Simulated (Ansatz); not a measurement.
## Run report: In₇As₇H₂₀, geometry relaxation (part 2 of 2)

Continued. System: In₇As₇H₂₀ (In7As7 zinc blende off sphere). Method: RKS PBE-D4/def2-SVP (Ansatz 0.2.0). The geometry: GFN2-xTB start.

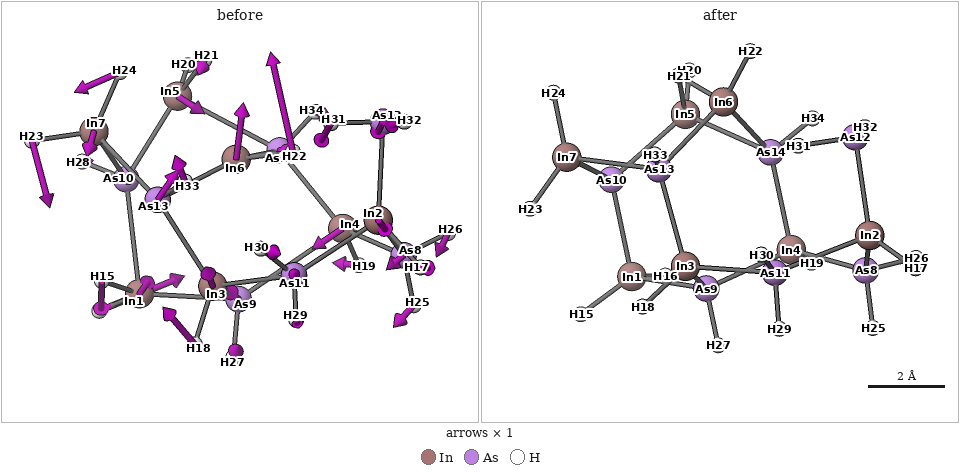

Fig. 1: Before (left) and after (right) the relaxation, at one scale (ball-and-stick view, seen at a tilt). The pink arrows give the displacements, at true length. The atom that moves furthest after the best rigid fit is H22 (2.72 Å). By element the largest moves are H 2.72 Å, In 1.63 Å, As 1.05 Å. Among the contacts that change: In6–H21 3.033 → 1.959 Å, In4–As9 3.320 → 2.642 Å, In2–As8 3.327 → 2.732 Å, In5–As14 3.063 → 2.699 Å. New bonds form: In6–H21 (3.03 → 1.96 Å). Among the angles that change: In4–As14–In6 90.7° → 134.7°, As13–In6–As14 143.9° → 103.5°, In4–As14–In5 156.2° → 117.1°. The energy falls by 320.2 kJ/mol in 43 geometry steps. The largest force component goes from 1.3 to 0.012 eV/Å. The line search rejected the trial steps at points 22, 29, 38 (counted from 0) and went back. (Atoms are counted from 1 in the order of the input.)

```
Total energy: -462322.67093195 eV, -16990.0447831874 hartree
Atom 0 at     0.556665    -4.175424     0.881605 Å, force     0.000053    -0.004066     0.000290 eV/Å
Atom 1 at    -2.705187     2.770672    -2.275827 Å, force    -0.000826    -0.002291    -0.006077 eV/Å
Atom 2 at     0.931384    -0.665075    -2.178211 Å, force    -0.003279    -0.002880     0.001372 eV/Å
Atom 3 at    -2.522864    -1.083360     0.657739 Å, force     0.004896    -0.004135     0.002324 eV/Å
Atom 4 at     0.966737    -0.570715     3.571797 Å, force    -0.004210    -0.011942     0.004486 eV/Å
Atom 5 at     1.260469     1.970163     1.538860 Å, force    -0.004862    -0.005868     0.011633 eV/Å
Atom 6 at     4.236298    -1.165902     0.763147 Å, force    -0.001416    -0.004024     0.002698 eV/Å
Atom 7 at    -3.812542     0.603918    -1.033416 Å, force    -0.001015     0.000563     0.000838 eV/Å
Atom 8 at    -0.615470    -2.275034    -0.729340 Å, force     0.000704     0.000548    -0.000326 eV/Å
Atom 9 at     2.190897    -2.375481     2.090356 Å, force    -0.002507     0.005291    -0.002300 eV/Å
Atom 10 at    -0.711462     1.206314    -3.298665 Å, force     0.001530     0.002248     0.003432 eV/Å
Atom 11 at    -1.559397     4.030929    -0.258927 Å, force     0.001404     0.004523     0.003077 eV/Å
Atom 12 at     2.436302     0.574670    -0.372875 Å, force    -0.001040     0.000559    -0.002631 eV/Å
Atom 13 at    -0.967023     0.559806     2.066817 Å, force     0.006120     0.003733     0.002728 eV/Å
Atom 14 at     1.530970    -5.186616    -0.141012 Å, force     0.000175     0.000158     0.000268 eV/Å
Atom 15 at    -0.712806    -4.614783     1.989779 Å, force     0.000484     0.000974     0.000823 eV/Å
Atom 16 at    -3.759477     3.353799    -3.531640 Å, force    -0.000930    -0.000245     0.000829 eV/Å
Atom 17 at     1.807880    -1.424868    -3.478393 Å, force    -0.000370     0.000582     0.000055 eV/Å
Atom 18 at    -3.657927    -2.000511     1.601863 Å, force    -0.001341     0.001278    -0.001889 eV/Å
Atom 19 at     0.856227    -0.552898     5.302137 Å, force     0.001058     0.003144    -0.004922 eV/Å
Atom 20 at     2.068687     0.998248     3.035161 Å, force     0.000735     0.008007    -0.005982 eV/Å
Atom 21 at     1.406751     3.664093     1.845928 Å, force    -0.000634     0.004037    -0.003751 eV/Å
Atom 22 at     4.757994    -2.216272    -0.518508 Å, force    -0.000331     0.001503    -0.000752 eV/Å
Atom 23 at     5.161410    -0.237614     1.905166 Å, force     0.000165     0.000621    -0.000767 eV/Å
Atom 24 at    -4.526445    -0.273560    -2.062561 Å, force    -0.000167     0.000240     0.000272 eV/Å
Atom 25 at    -5.080918     1.058523    -0.311370 Å, force    -0.001307    -0.000237    -0.000058 eV/Å
Atom 26 at    -1.403018    -3.033946    -1.801193 Å, force     0.000176    -0.000862     0.000856 eV/Å
Atom 27 at     2.872743    -3.167431     3.209657 Å, force    -0.000469     0.001032    -0.000551 eV/Å
Atom 28 at    -1.211516     0.545412    -4.586008 Å, force     0.002669     0.003132    -0.002641 eV/Å
Atom 29 at     0.247911     2.170817    -3.997811 Å, force    -0.001122    -0.000187    -0.002039 eV/Å
Atom 30 at    -0.240217     3.304890    -0.604703 Å, force     0.003046    -0.003839    -0.000662 eV/Å
Atom 31 at    -1.172959     5.213556    -1.174847 Å, force     0.001225    -0.000842     0.000713 eV/Å
Atom 32 at     3.168148     1.646044    -1.182940 Å, force     0.000715     0.001167    -0.000382 eV/Å
Atom 33 at    -1.798244     1.347648     3.078217 Å, force     0.000675    -0.001923    -0.000965 eV/Å
Dipole moment:    -0.674481     0.504978    -0.495650 e Å
Checks for a lower state left out: stability, starts, cluster_reference, orbital_swaps, neighbouring_geometries, increment
```

## Trajectory as extended XYZ (Å, eV, eV/Å), 3 of the 44 frames kept, from step=1 to step=44
```
34
Properties=species:S:1:pos:R:3:forces:R:3 step=1 energy=-462319.35207
In    0.9403   -4.1234   -0.0356    1.3157  -0.1095   0.3995
In   -2.0205    3.3539   -2.5806   -0.8853  -0.5484  -0.5964
In    0.2855   -1.3881   -1.9479    0.1015  -0.1995  -0.4826
In   -3.0248   -0.2702    1.0232   -0.2479  -1.2804   0.3992
In    1.7407   -0.7180    4.0087   -0.7402   0.8261   0.7148
In    0.7025    0.5751    0.9102   -0.7028   1.1641  -0.5774
In    4.1418   -0.9658    1.5764    0.9830   0.1516  -0.5135
As   -3.9984    1.2576   -0.9186    0.5819   0.3254  -0.1467
As   -1.2928   -2.7662   -0.3157   -0.1450   0.2999   0.2107
As    2.2122   -2.6171    2.3141   -0.0947   0.0824  -0.3009
As   -0.8375    0.9517   -3.1095    0.0566   0.3262   0.5223
As   -1.2394    4.9606   -0.6826   -0.2658  -0.2878   0.3013
As    2.5496   -0.3649   -0.7720   -0.4309   0.0171   0.1192
As   -1.0227   -0.1192    2.8300   -0.1531  -0.2958  -0.3582
H     2.4363   -3.5124   -0.9121   -0.6648  -0.0929   0.0438
H     1.2385   -5.7280    0.6374   -0.3544   0.1488  -0.0685
H    -3.1919    3.5445   -3.9596    0.3801   0.0692   0.4921
H     0.3912   -2.1615   -3.5338    0.2164   0.0941   0.1202
H    -4.2569   -1.5638    1.4691    0.4218   0.5411  -0.1176
H     1.2772   -0.9780    5.7014    0.2105  -0.0865  -0.2051
H     1.9529    1.0713    3.6291    0.0001  -0.6090  -0.1367
H    -0.1008    2.1733    0.1459    0.4982  -0.7305   0.3678
H     5.6959   -1.5449    0.9299   -0.3212  -0.0990   0.0337
H     4.2873    0.6539    2.2890   -0.1877  -0.1864  -0.0111
H    -4.9490    0.1334   -1.3004   -0.0210  -0.2275  -0.3164
H    -5.0575    1.7639    0.0390   -0.1903   0.3375   0.3215
H    -1.6675   -3.6897   -1.4974   -0.1702   0.1742   0.0051
H     3.0894   -3.4137    3.2658    0.0880  -0.2661   0.1438
H    -0.9944    0.7954   -4.6060   -0.3359  -0.1805  -0.3275
H     0.5196    1.5587   -3.3714    0.5155   0.2065   0.1327
H     0.1470    4.6242   -1.1721    0.6407  -0.1969   0.0394
H    -1.2474    6.0744   -1.7185   -0.2189   0.4399  -0.2754
H     2.5359    1.0536   -1.3831    0.0650  -0.0387   0.0546
H    -1.2418    1.3794    3.0477    0.0550   0.2311   0.0122
34
Properties=species:S:1:pos:R:3:forces:R:3 step=23 energy=-462322.62799 accepted=F
In    0.5189   -4.2031    0.9325   -0.0167  -0.0021   0.0198
In   -2.6197    2.7262   -2.3447   -0.0065   0.0896  -0.1077
In    0.9836   -0.7322   -2.2082    0.0330   0.0403   0.0426
In   -2.5434   -1.2221    0.5866    0.0728  -0.0021  -0.0349
In    1.0523   -0.6725    3.6488    0.0118  -0.0411  -0.0811
In    1.0852    1.8594    1.5531    0.0220  -0.0017  -0.0460
In    4.2508   -1.1458    0.7892   -0.0059   0.0150  -0.0329
As   -3.7583    0.7031   -0.8929    0.0116   0.0248   0.0227
As   -0.5665   -2.3410   -0.7676   -0.0823   0.0005  -0.0155
As    2.2253   -2.4341    2.0770    0.0852   0.0360   0.0950
As   -0.6044    1.1751   -3.3361    0.0072  -0.0250  -0.0147
As   -1.4856    4.2193   -0.4864    0.0597   0.0727   0.0891
As    2.3818    0.5258   -0.3343    0.0269   0.0610  -0.0488
As   -0.9859    0.2733    2.1522   -0.0593   0.0892   0.0694
H     1.4558   -5.2949   -0.0351    0.0123  -0.0319  -0.0101
H    -0.7585   -4.5294    2.0754    0.0198   0.0071  -0.0335
H    -3.6881    3.1722   -3.6475   -0.0207  -0.0134   0.0135
H     1.8857   -1.4790   -3.4941    0.0119  -0.0218  -0.0093
H    -3.7408   -2.2032    1.3713   -0.0120  -0.0123   0.0251
H     0.9543   -0.6422    5.3781    0.0094   0.0183  -0.0120
H     2.0358    0.9342    3.0125   -0.0509   0.0302   0.0540
H     1.1354    3.5778    1.7921    0.0032  -0.1026   0.0104
H     4.8289   -2.1546   -0.5036   -0.0102  -0.0046   0.0110
H     5.1432   -0.1844    1.9326   -0.0216  -0.0240   0.0115
H    -4.9001    0.0325   -1.6620    0.0350   0.0305  -0.0041
H    -4.6547    1.4057    0.1291    0.0022  -0.0128  -0.0293
H    -1.2999   -3.1447   -1.8415   -0.0285  -0.0347  -0.0273
H     2.9310   -3.2524    3.1624    0.0083  -0.0119   0.0023
H    -1.0771    0.5585   -4.6566   -0.0014   0.0211   0.0272
H     0.3867    2.1501   -3.9809   -0.0482  -0.0308   0.0335
H    -0.1004    4.0364   -1.1435   -0.0279  -0.0229  -0.0059
H    -1.7025    5.5440   -1.2579   -0.0326  -0.1266  -0.0154
H     3.0819    1.6464   -1.1072    0.0104  -0.0118  -0.0045
H    -1.8506    1.0957    3.1070   -0.0180  -0.0022   0.0058
34
Properties=species:S:1:pos:R:3:forces:R:3 step=44 energy=-462322.67081
In    0.5567   -4.1754    0.8816    0.0001  -0.0041   0.0003
In   -2.7052    2.7707   -2.2758   -0.0008  -0.0023  -0.0061
In    0.9314   -0.6651   -2.1782   -0.0033  -0.0029   0.0014
In   -2.5229   -1.0834    0.6577    0.0049  -0.0041   0.0023
In    0.9667   -0.5707    3.5718   -0.0042  -0.0119   0.0045
In    1.2605    1.9702    1.5389   -0.0049  -0.0059   0.0116
In    4.2363   -1.1659    0.7631   -0.0014  -0.0040   0.0027
As   -3.8125    0.6039   -1.0334   -0.0010   0.0006   0.0008
As   -0.6155   -2.2750   -0.7293    0.0007   0.0005  -0.0003
As    2.1909   -2.3755    2.0904   -0.0025   0.0053  -0.0023
As   -0.7115    1.2063   -3.2987    0.0015   0.0022   0.0034
As   -1.5594    4.0309   -0.2589    0.0014   0.0045   0.0031
As    2.4363    0.5747   -0.3729   -0.0010   0.0006  -0.0026
As   -0.9670    0.5598    2.0668    0.0061   0.0037   0.0027
H     1.5310   -5.1866   -0.1410    0.0002   0.0002   0.0003
H    -0.7128   -4.6148    1.9898    0.0005   0.0010   0.0008
H    -3.7595    3.3538   -3.5316   -0.0009  -0.0002   0.0008
H     1.8079   -1.4249   -3.4784   -0.0004   0.0006   0.0001
H    -3.6579   -2.0005    1.6019   -0.0013   0.0013  -0.0019
H     0.8562   -0.5529    5.3021    0.0011   0.0031  -0.0049
H     2.0687    0.9982    3.0352    0.0007   0.0080  -0.0060
H     1.4068    3.6641    1.8459   -0.0006   0.0040  -0.0038
H     4.7580   -2.2163   -0.5185   -0.0003   0.0015  -0.0008
H     5.1614   -0.2376    1.9052    0.0002   0.0006  -0.0008
H    -4.5264   -0.2736   -2.0626   -0.0002   0.0002   0.0003
H    -5.0809    1.0585   -0.3114   -0.0013  -0.0002  -0.0001
H    -1.4030   -3.0339   -1.8012    0.0002  -0.0009   0.0009
H     2.8727   -3.1674    3.2097   -0.0005   0.0010  -0.0006
H    -1.2115    0.5454   -4.5860    0.0027   0.0031  -0.0026
H     0.2479    2.1708   -3.9978   -0.0011  -0.0002  -0.0020
H    -0.2402    3.3049   -0.6047    0.0030  -0.0038  -0.0007
H    -1.1730    5.2136   -1.1748    0.0012  -0.0008   0.0007
H     3.1681    1.6460   -1.1829    0.0007   0.0012  -0.0004
H    -1.7982    1.3476    3.0782    0.0007  -0.0019  -0.0010
```

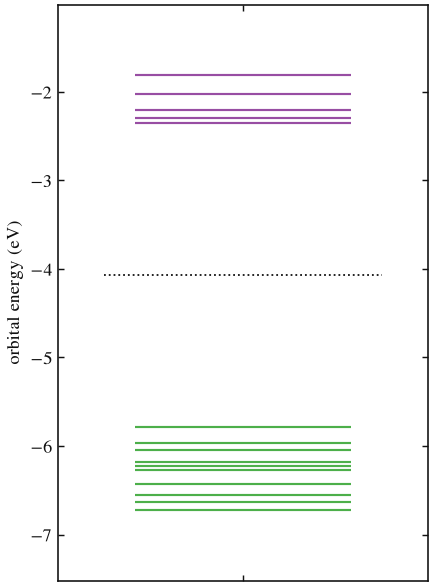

Fig. 2: Orbital energies near the frontier; the dotted line parts filled from empty levels, and levels within 0.02 eV of each other stand side by side. Highest filled −5.79 eV, lowest empty −2.36 eV, 3.43 eV apart.

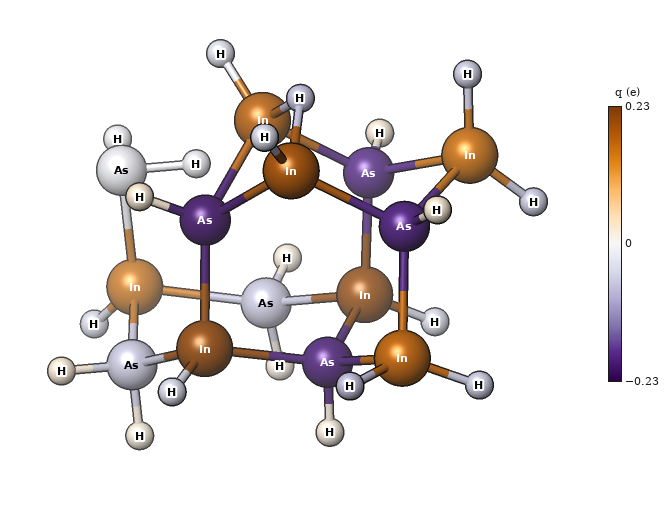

Fig. 3: Mulliken charges, as the colour of each atom (ball-and-stick view, seen at a tilt). By element: In +0.16 to +0.21, As −0.21 to −0.02 and H −0.07 to +0.03 e.
